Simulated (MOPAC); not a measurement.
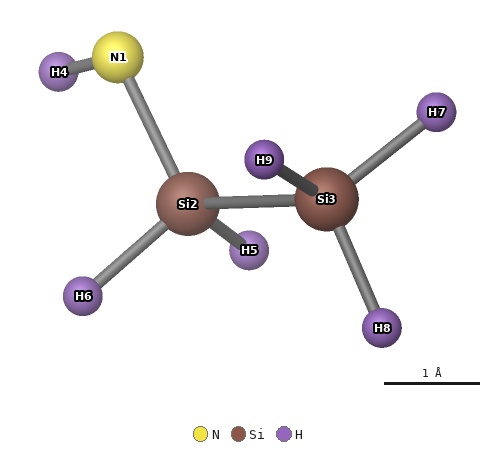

The structure as given in the input (ball-and-stick view, seen at a tilt; atoms are numbered from 1 in the order of the input). Bond lengths as drawn: H–N 1.03 Å, H–Si 1.49 Å, N–Si 1.75 Å and Si–Si 2.30 Å.

# Run report: Si2NH6, single-point calculation

Si2NH6, multiplicity 2, computed with MNDO, ROHF, COSMO solvent methanol (MOPAC 23.2.5).

Input file (calc.mop)
```
DOUBLET OPEN(1,1) EPS=32.6 RHF 1SCF MNDO AUX(PRECISION=9) THREADS=1


N   0.90500 1 -0.11679 1 -0.02583 1
Si  2.65504 1 -0.02806 1 -0.01294 1
Si  3.50370 1  2.08538 1  0.29419 1
H   0.65455 1 -1.10180 1 -0.16897 1
H   3.12917 1 -0.64878 1 -1.27866 1
H   3.12918 1 -0.98336 1  1.02376 1
H   3.09264 1  3.03074 1 -0.78547 1
H   4.99772 1  2.06518 1  0.29125 1
H   3.09265 1  2.68434 1  1.59826 1
```

Command:
```bash
obabel -:"[NH][SiH2][SiH3]" --gen3d -omop -xk "DOUBLET OPEN(1,1) EPS=32.6 RHF 1SCF MNDO AUX(PRECISION=9) THREADS=1" -O calc.mop
mopac calc.mop
```

Output
```
MOPAC v23.2.5
MNDO CALCULATION RESULTS

 *  MNDO       - The MNDO Hamiltonian to be used
 *  DOUBLET    - SPIN STATE DEFINED AS A DOUBLET
 *  RHF        - RESTRICTED HARTREE-FOCK CALCULATION
 *  OPEN(M,N)  - THERE ARE 1 ELECTRONS IN 1 LEVELS
 *  EPS=32.6   - USE COSMO IMPLICIT SOLVATION MODEL
 *  1SCF       - DO 1 SCF AND THEN STOP
 *  THREADS=1  - MULTI-THREADING NOT USED
 *  AUX        - OUTPUT AUXILIARY INFORMATION
DOUBLET OPEN(1,1) EPS=32.6 RHF 1SCF MNDO AUX(PRECISION=9) THREADS=1

   ATOM   CHEMICAL          X               Y               Z
  NUMBER   SYMBOL      (ANGSTROMS)     (ANGSTROMS)     (ANGSTROMS)

     1       N          0.90500000  *  -0.11679000  *  -0.02583000  *
     2      Si          2.65504000  *  -0.02806000  *  -0.01294000  *
     3      Si          3.50370000  *   2.08538000  *   0.29419000  *
     4       H          0.65455000  *  -1.10180000  *  -0.16897000  *
     5       H          3.12917000  *  -0.64878000  *  -1.27866000  *
     6       H          3.12918000  *  -0.98336000  *   1.02376000  *
     7       H          3.09264000  *   3.03074000  *  -0.78547000  *
     8       H          4.99772000  *   2.06518000  *   0.29125000  *
     9       H          3.09265000  *   2.68434000  *   1.59826000  *

          CARTESIAN COORDINATES

    NO.       ATOM           X           Y           Z

     1         N          0.9050     -0.1168     -0.0258
     2        Si          2.6550     -0.0281     -0.0129
     3        Si          3.5037      2.0854      0.2942
     4         H          0.6546     -1.1018     -0.1690
     5         H          3.1292     -0.6488     -1.2787
     6         H          3.1292     -0.9834      1.0238
     7         H          3.0926      3.0307     -0.7855
     8         H          4.9977      2.0652      0.2913
     9         H          3.0926      2.6843      1.5983

           Empirical Formula: H6 N Si2  =     9 atoms

      MOLECULAR POINT GROUP   :   Cs

 DOUBLET STATE CALCULATION

      THERE ARE    9 DOUBLY FILLED LEVELS

      RHF CALCULATION, NO. OF DOUBLY OCCUPIED LEVELS = 9

                       NO. OF SINGLY OCCUPIED LEVELS =    1

 -------------------------------------------------------------------------------
 DOUBLET OPEN(1,1) EPS=32.6 RHF 1SCF MNDO AUX(PRECISION=9) THREADS=1

     1SCF WAS SPECIFIED, SO BFGS WAS NOT USED
     SCF FIELD WAS ACHIEVED

                              MNDO CALCULATION

          FINAL HEAT OF FORMATION =         62.12920 KCAL/MOL =     259.94857 KJ/MOL
          VAN DER WAALS AREA      =        126.59 SQUARE ANGSTROMS

          DIELECTRIC ENERGY       =         -0.33962 EV
          COSMO AREA              =        126.59 SQUARE ANGSTROMS
          COSMO VOLUME            =        119.73 CUBIC ANGSTROMS

          IONIZATION POTENTIAL    =         11.508011 EV          STATE:   1 DOUBLET A"
          HOMO (SOMO) LUMO (EV)   =       -9.595 ( -5.838)  0.274
          NO. OF FILLED LEVELS    =          9
          AND NO. OF OPEN LEVELS  =          1
          MOLECULAR WEIGHT        =         76.2251         POINT GROUP:  Cs

          MOLECULAR DIMENSIONS (Angstroms)

            Atom       Atom       Distance
            H     8    H     4     5.39488
            H     6    H     7     3.82978
            H     9    H     5     3.72198

          SCF CALCULATIONS        =          2

          WALL-CLOCK TIME         =      0.023 SECONDS
          COMPUTATION TIME        =      0.024 SECONDS

   ATOM   CHEMICAL          X               Y               Z
  NUMBER   SYMBOL      (ANGSTROMS)     (ANGSTROMS)     (ANGSTROMS)

     1       N          0.90500000  *  -0.11679000  *  -0.02583000  *
     2      Si          2.65504000  *  -0.02806000  *  -0.01294000  *
     3      Si          3.50370000  *   2.08538000  *   0.29419000  *
     4       H          0.65455000  *  -1.10180000  *  -0.16897000  *
     5       H          3.12917000  *  -0.64878000  *  -1.27866000  *
     6       H          3.12918000  *  -0.98336000  *   1.02376000  *
     7       H          3.09264000  *   3.03074000  *  -0.78547000  *
     8       H          4.99772000  *   2.06518000  *   0.29125000  *
     9       H          3.09265000  *   2.68434000  *   1.59826000  *

                             CARTESIAN COORDINATES

   1    N        0.905000000    -0.116790000    -0.025830000
   2   Si        2.655040000    -0.028060000    -0.012940000
   3   Si        3.503700000     2.085380000     0.294190000
   4    H        0.654550000    -1.101800000    -0.168970000
   5    H        3.129170000    -0.648780000    -1.278660000
   6    H        3.129180000    -0.983360000     1.023760000
   7    H        3.092640000     3.030740000    -0.785470000
   8    H        4.997720000     2.065180000     0.291250000
   9    H        3.092650000     2.684340000     1.598260000

           Empirical Formula: H6 N Si2  =     9 atoms

      MOLECULAR POINT GROUP   :   Cs

                  EIGENVALUES
 -30.95847 -21.88326 -16.41857 -15.06342 -11.99963 -11.76594 -11.69506 -11.46574
  -9.59497  -5.83823   0.27409   1.49770   1.64748   1.79763   2.13156   2.75087
   3.01831   5.27724

              NET ATOMIC CHARGES AND DIPOLE CONTRIBUTIONS

  ATOM NO.   TYPE          CHARGE      No. of ELECS.   s-Pop       p-Pop
    1          N          -0.455332        5.4553     1.80821     3.64713
    2         Si           0.831315        3.1687     1.14075     2.02794
    3         Si           1.220660        2.7793     1.12275     1.65659
    4          H           0.094153        0.9058     0.90585
    5          H          -0.293603        1.2936     1.29360
    6          H          -0.294055        1.2941     1.29405
    7          H          -0.365682        1.3657     1.36568
    8          H          -0.370304        1.3703     1.37030
    9          H          -0.367152        1.3672     1.36715
 DIPOLE           X         Y         Z       TOTAL
 POINT-CHG.     0.853     0.445     0.054     0.964
 HYBRID         0.225    -1.314    -0.187     1.346
 SUM            1.078    -0.869    -0.133     1.391

          ATOMIC ORBITAL ELECTRON POPULATIONS

     Atom    s        px        py        pz
    1  N   1.80821   1.39611   1.23006   1.02095
    2 Si   1.14075   0.62225   0.79766   0.60803
    3 Si   1.12275   0.52872   0.61297   0.51490
    4  H   0.90585
    5  H   1.29360
    6  H   1.29405
    7  H   1.36568
    8  H   1.37030
    9  H   1.36715

 *                    *
 * JOB ENDED NORMALLY *
 *                    *

 TOTAL JOB TIME:             0.02 SECONDS

 == MOPAC DONE ==
```

Summary

- outcome: converged
- heat of formation: 62.13 kcal/mol
- basis functions: 18
- dipole moment: 1.39 D
- hardware: 1 thread of Arm Neoverse N1, 98 GiB of memory available, shared host
- peak memory: 0.074 GiB

Notes

MOPAC's energies along a path are heats of formation.
